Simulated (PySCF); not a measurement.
## NMR shielding calculation, with input and output: C4H4N2Si

C4H4N2Si, computed with GIAO PBE0/pcSseg-0 NMR shielding, non-relativistic, gas phase (PySCF 2.14.0).

The geometry comes from this level: PBE0-D3(BJ)/def2-SVP. Figures and captions count atoms from 1; the log counts them from 0 in places.

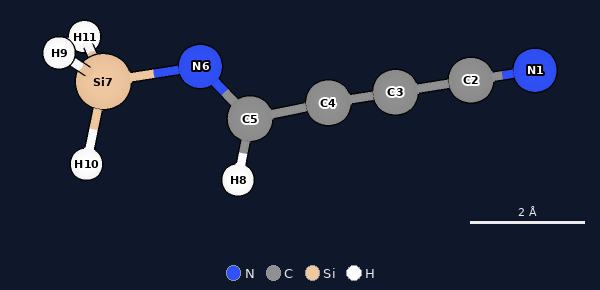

Fig. 1: The structure (ball-and-stick view, seen at a tilt; atoms are numbered from 1 in the order of the input).

### The input
```
{"job": {"kind": "nmr", "xc": "PBE0", "basis": "pcSseg-0", "pop": true}, "charge": 0, "multiplicity": 1}
N      5.119801     1.271667    -0.040883
C      4.034705     0.856678     0.011880
C      2.756170     0.360420     0.077800
C      1.620675    -0.076753     0.135660
C      0.304233    -0.645344     0.230590
N     -0.726495    -0.015184    -0.154195
Si    -2.368058    -0.645667    -0.071107
H      0.288959    -1.668746     0.665029
H     -3.163536     0.290652     0.770223
H     -2.402104    -2.024835     0.518139
H     -2.907387    -0.668128    -1.458927
```

The first line tells a small driver script what to run in PySCF; the rest is the geometry in Å.

Run on 1 CPU thread, shared host.

Run as:
```bash
OMP_NUM_THREADS=1 python <driver script> task.json out
```

### Output
```
coarse grid: 10576 points
cycle   1  E = -552.2549435328  dE =  9.119e-01  |g| = 4.809e-01  |ddm| = 4.168e+00
cycle   2  E = -552.0361195529  dE =  2.188e-01  |g| = 1.097e+00  |ddm| = 2.659e+00
cycle   3  E = -552.3159113004  dE = -2.798e-01  |g| = 9.209e-02  |ddm| = 1.580e+00
cycle   4  E = -552.3166136866  dE = -7.024e-04  |g| = 7.662e-02  |ddm| = 1.804e-01
cycle   5  E = -552.3178800667  dE = -1.266e-03  |g| = 2.059e-02  |ddm| = 1.047e-01
cycle   6  E = -552.3179884045  dE = -1.083e-04  |g| = 3.268e-03  |ddm| = 3.307e-02
cycle   7  E = -552.3179903077  dE = -1.903e-06  |g| = 1.837e-03  |ddm| = 4.575e-03
final grid: 100232 points
cycle   8  E = -552.3334384730  dE = -9.035e-06  |g| = 4.446e-03  |ddm| = 2.474e-02
cycle   9  E = -552.3334197883  dE =  1.868e-05  |g| = 9.629e-03  |ddm| = 1.412e-02
cycle  10  E = -552.3334434231  dE = -2.363e-05  |g| = 8.040e-04  |ddm| = 9.498e-03
cycle  11  E = -552.3334435809  dE = -1.578e-07  |g| = 2.669e-04  |ddm| = 1.290e-03
cycle  12  E = -552.3334435960  dE = -1.506e-08  |g| = 1.168e-04  |ddm| = 4.609e-04
cycle  13  E = -552.3334435986  dE = -2.677e-09  |g| = 3.782e-05  |ddm| = 1.371e-04
cycle  14  E = -552.3334435989  dE = -2.424e-10  |g| = 2.168e-05  |ddm| = 5.989e-05
```

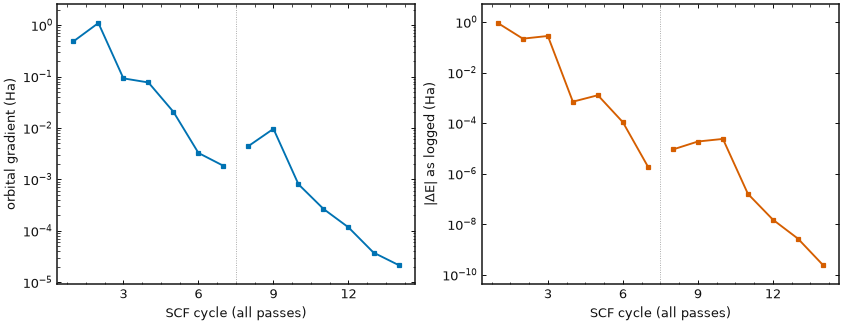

Fig. 2: Convergence of the self-consistent field: orbital gradient and size of the energy change against the SCF cycle. The dotted line marks the change from a coarse to the final integration grid. The first 7 cycles use a coarse grid, the final grid takes over at cycle 8, and the field converges after 14 cycles in all.

```
converged SCF energy = -552.3334435989

GIAO shielding tensors (ppm)
atom      isotropic    diamagn.    paramagn.     s11        s22        s33       span
  0 N      -69.477     316.950    -386.427   -263.393   -242.244    297.206    560.599
  1 C       69.905     273.752    -203.847    -40.387    -40.192    290.295    330.682
  2 C      115.640     269.307    -153.667     58.058     65.183    223.681    165.623
  3 C      109.132     284.552    -175.420      9.746     17.905    299.745    289.998
  4 C       25.984     247.488    -221.503    -82.064     38.626    121.391    203.455
  5 N     -215.544     329.805    -545.349   -784.684   -187.014    325.064   1109.748
  6 Si     413.219     878.110    -464.891    332.722    389.743    517.192    184.470
  7 H       24.123      25.424      -1.301     22.843     23.494     26.033      3.190
  8 H       27.172      27.775      -0.603     23.740     26.536     31.240      7.501
  9 H       27.666      27.283       0.383     24.906     25.899     32.194      7.288
 10 H       27.177      27.723      -0.546     23.742     26.537     31.251      7.510
```

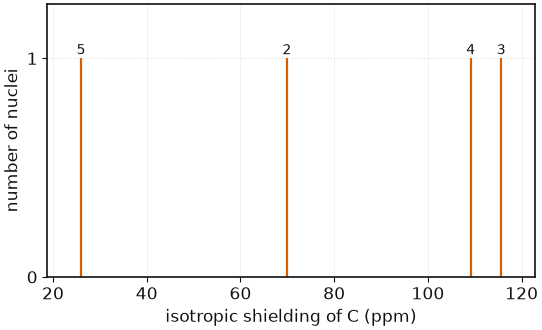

Fig. 3: Isotropic shieldings of the carbon nuclei in this fixed geometry, labelled by atom number; shielding grows to the right, so chemical shift grows to the left. The least shielded is C5 (26.0 ppm), the most shielded C3 (115.6 ppm).

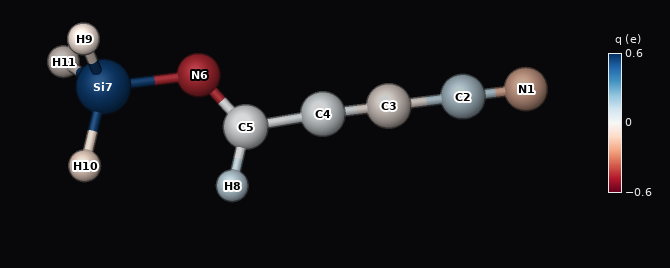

Fig. 4: IAO charges, as the colour of each atom (ball-and-stick view, seen at a tilt; atoms are numbered from 1 in the order of the input). By element: N −0.45 to −0.18, C −0.05 to +0.13, Si +0.57 and H −0.10 to +0.13 e.

### Key numbers

```json
{"quantity": "outcome", "value": "converged"}
{"quantity": "total energy", "value": "−552.333444 hartree"}
{"quantity": "HOMO", "value": "−7.93 eV"}
{"quantity": "LUMO", "value": "−2.93 eV"}
{"quantity": "dipole moment", "value": "5.03 D"}
{"quantity": "isotropic shielding, N", "value": "−215.5 to −69.5 ppm"}
{"quantity": "isotropic shielding, C", "value": "26.0 to 115.6 ppm"}
{"quantity": "isotropic shielding, Si", "value": "413.2 ppm"}
{"quantity": "isotropic shielding, H", "value": "24.1 to 27.7 ppm"}
{"quantity": "wall time", "value": "6.7 s"}
{"quantity": "peak memory", "value": "0.48 GiB"}
```
